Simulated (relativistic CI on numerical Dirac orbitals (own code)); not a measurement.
```
atom Rh  Z=45  charge=2  electrons=43
nucleus A=103  rms_radius_fm=4.4945
hamiltonian dirac-coulomb  breit=on  qed=on  c_scale=1
orbitals kli  potential=per-configuration
slater_scale 0.85
correlation lda-sx
mixing on
configurations
  [Kr] 4d7
  [Kr] 4d6 5s
  [Kr] 4d6 5p
  [Kr] 4d6 4f
  [Kr] 4d5 5s2
  [Kr] 4d6 5d
  [Kr] 4d6 6s
  [Kr] 4d6 6p
  [Kr] 4d5 5s 5p
  [Kr] 4d6 6d
  [Kr] 4d6 5f
  [Kr] 4d6 5g
  [Kr] 4d5 5s 6s
end
```

Run as (the task file carries these settings):
```bash
python run_levels.py task.json out
```

The calculation used relativistic configuration interaction, KLI exchange-only orbitals, Breit term, model QED, valence Slater integrals scaled by 0.85.

The plot shows absorption lines from the lowest level (oscillator strengths f):

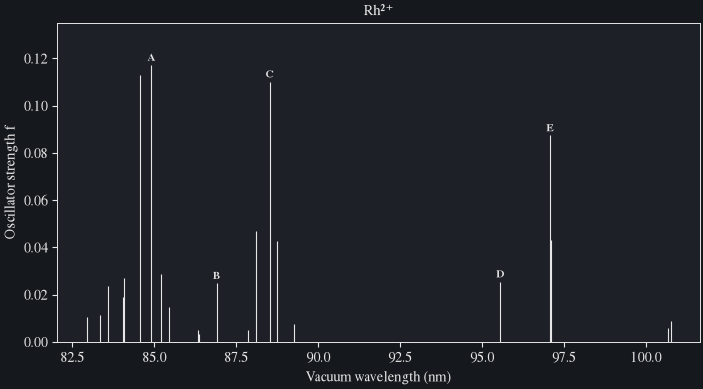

The lettered lines are A: 4d⁶ 5p ⁴D°₇/₂ ← 4d⁷ ⁴F₉/₂, 84.91 nm, f = 0.12; B: 4d⁶ 5p J = 7/2 (odd, mixed, level 117) ← 4d⁷ ⁴F₉/₂, 86.90 nm, f = 0.025; C: 4d⁶ 5p ⁴G°₁₁/₂ ← 4d⁷ ⁴F₉/₂, 88.52 nm, f = 0.11; D: 4d⁶ 5p ⁴F°₇/₂ ← 4d⁷ ⁴F₉/₂, 95.56 nm, f = 0.026; E: 4d⁶ 5p ⁴D°₇/₂ ← 4d⁷ ⁴F₉/₂, 97.07 nm, f = 0.087. The strongest, A, lies in the extreme ultraviolet region.

Note: near-neutral ion: configurations can be misplaced by up to about 10000 cm⁻¹, over 20000 where the f count changes; rates and lifetimes follow the computed energies and can be off by orders of magnitude; only a limited list of configurations is included, so lower levels can be missing; only lines among the lowest 200 of 2736 levels are drawn.
